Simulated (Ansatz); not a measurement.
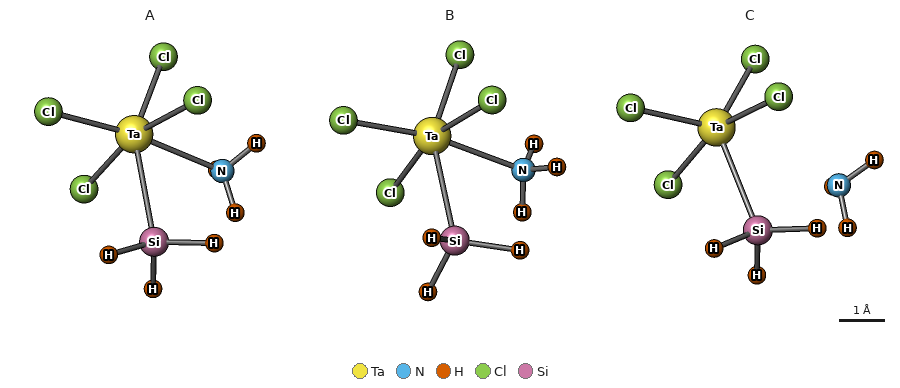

3 geometries from one relaxation of TaSiNH$_{6}$Cl$_{4}$, in shuffled order. A ball-and-stick model, seen at a tilt.

The run prepares an end point of a later path (reaction) calculation, from a guessed geometry.

Computed with RHF/def2-SVP in Ansatz 0.2.0. Set-up: no spin polarisation; force threshold 0.03 eV/Å; at most 50 steps.

### Order the frames from highest to lowest energy.

C, A, B. They are steps 0, 7, 31, at +0.712 eV, +0.027 eV relative to the last. Over 26 accepted moves (31 points after the start) the energy falls by 0.712 eV. Largest force component: 1 eV/Å at the start, 0.019 eV/Å at the end. The line search rejected the trial steps at points 6, 11, 16, 19, 20 of the run. The forces were under the threshold at step 21, but the run went on from there. The largest move after the best rigid fit is that of an H atom, 1.01 Å. Largest moves by element: H 1.01 Å, Cl 0.68 Å, Ta 0.51 Å, N 0.51 Å, Si 0.35 Å. Near-neighbour distances that change, for instance: N–Ta 3.346 → 2.385 Å, H–Ta 3.864 → 2.949 Å, H–Ta 3.816 → 2.908 Å, H–Ta 3.784 → 2.877 Å. New bonds form, among them: N–Ta (3.35 → 2.39 Å). Among the angles between lasting bonds that change: Cl–Ta–Si 129.0° → 152.3°, Cl–Ta–Si 109.7° → 94.6°, Cl–Ta–Cl 121.2° → 112.8°. Groups turn about Si–Ta by about 35°.

Limits of the set-up: the start holds two separate molecules, 2.4 Å apart at their closest, whose relative position is a soft coordinate and is computed without a dispersion correction; Hartree-Fock leaves out electron correlation.
